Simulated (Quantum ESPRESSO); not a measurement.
# Converging the plane-wave cutoff: LuF₃ (P3m1, 4 atoms in the cell)

```yaml
crystal:
  lattice:
    - [3.82734, 0.00000, 0.00000]
    - [-1.91367, 3.31457, 0.00000]
    - [0.00000, 0.00000, 4.21981]
  atoms:
    - { symbol: Lu, position: [0.00000, 0.00000, 0.51185] }
    - { symbol: F, position: [0.33333, 0.66667, 0.60999] }
    - { symbol: F, position: [0.66667, 0.33333, 0.39001] }
    - { symbol: F, position: [0.00000, 0.00000, 0.00000] }
```

Method of the run: PBEsol, PSlibrary ultrasoft (PBE) pseudopotentials (plane waves; Quantum ESPRESSO).

Base settings: ecutwfc = 55 Ry; ecutrho = 440 Ry; occupations = fixed; input_dft = pbesol; potentials = {Lu: Lu.pbe-spdn-rrkjus_psl.1.0.0.UPF, F: F.pbe-n-rrkjus_psl.1.0.0.UPF}; K_POINTS = automatic 3 3 2 0 0 0; nbnd = 22; conv_thr = 1e-11 Ry; mixing_beta = 0.4.

Moved along: ecutrho.

The second cell is the first with its lattice scaled by 0.98.

The mesh stays at the base's, so the ladder's end is converged at best in this setting alone.

Only quantities that move along the ladder and can be compared are tabulated; the gap is left out on so coarse a mesh.

The count of work is k-points × plane waves × bands × iterations; it is no time. Core times come from one kind of shared machine, to one figure; runs under 30 s give none.

The starting cell comes from a database of computed structures (which also holds hypothetical and non-ambient phases and stackings), without a prior relaxation at this level. Its lattice was rescaled by up to half a per cent. One atom was moved a little off its site on purpose. In the base run, with a pressure of about -4 GPa the cell is away from its equilibrium volume at this level. The mesh is very coarse (it stands for a supercell whose shortest vector is 8 Å): a converged loop gives no converged values here.

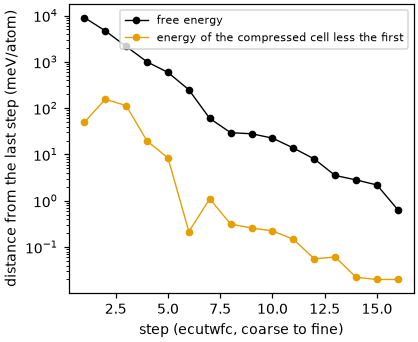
Fig. 1. Distance from the last step along the ladder; very small values are drawn at a floor.

| ecutwfc | free energy less the last step's (meV/atom) | energy of the compressed cell less the first (meV/atom) | pressure (GPa) | largest difference of a force vector from the last step's (eV/Å) | count of work / last | core time / last (rough) |
|---|---|---|---|---|---|---|
| 19 Ry | 9050.25 | -48.49 | -309.22 | 0.719 | 0.052 | – |
| 22 Ry | 4669.11 | -154.56 | -195.24 | 0.264 | 0.064 | – |
| 25 Ry | 2151.62 | 114.64 | -111.84 | 0.229 | 0.077 | – |
| 28 Ry | 998.89 | 20.56 | -63.80 | 0.136 | 0.10 | – |
| 30 Ry | 590.89 | 9.50 | -43.35 | 0.048 | 0.12 | – |
| 33 Ry | 249.34 | 0.85 | -22.93 | 0.022 | 0.14 | – |
| 38 Ry | 59.95 | 2.17 | -7.75 | 0.001 | 0.17 | – |
| 44 Ry | 29.54 | 1.38 | -3.54 | 0.002 | 0.22 | – |
| 50 Ry | 27.99 | 1.32 | -3.62 | 0.002 | 0.25 | – |
| 55 Ry | 22.59 | 1.29 | -4.00 | 0.002 | 0.30 | – |
| 61 Ry | 13.78 | 1.21 | -4.07 | 0.002 | 0.32 | – |
| 66 Ry | 7.99 | 1.01 | -3.89 | 0.001 | 0.39 | – |
| 74 Ry | 3.52 | 1.12 | -3.55 | 0.001 | 0.42 | 0.4 |
| 82 Ry | 2.83 | 1.09 | -3.41 | 0.000 | 0.49 | 0.4 |
| 96 Ry | 2.19 | 1.07 | -3.49 | 0.000 | 0.62 | 0.6 |
| 110 Ry | 0.64 | 1.07 | -3.48 | 0.000 | 0.83 | 0.7 |
| 132 Ry | 0.00 | 1.06 | -3.41 | 0.000 | 1.0 | 1 |

Coarsest ecutwfc that holds the pressure within 1 GPa of the last step, with all finer ones: 44 Ry, at 0.22 of the last step's count of work; the step before is off by 4.3 GPa.

Coarsest ecutwfc that holds the forces within 0.005 eV/Å of the last step, with all finer ones: 38 Ry, at 0.17 of the last step's count of work; the step before is off by 0.022 eV/Å.

State of the free energy at the end of the ladder: still drifting one way, by 2.2 meV/atom over the last two steps, so the last step is no safe reference.

The energy difference between the two cells stays within 1 meV/atom of the last step's from 44 Ry on, the total only from 110 Ry on: much of the error is common to both cells and cancels.

At the lowest cutoff the pressure lies 306 GPa under the last step's, the usual sign of Pulay stress in an incomplete plane-wave basis.
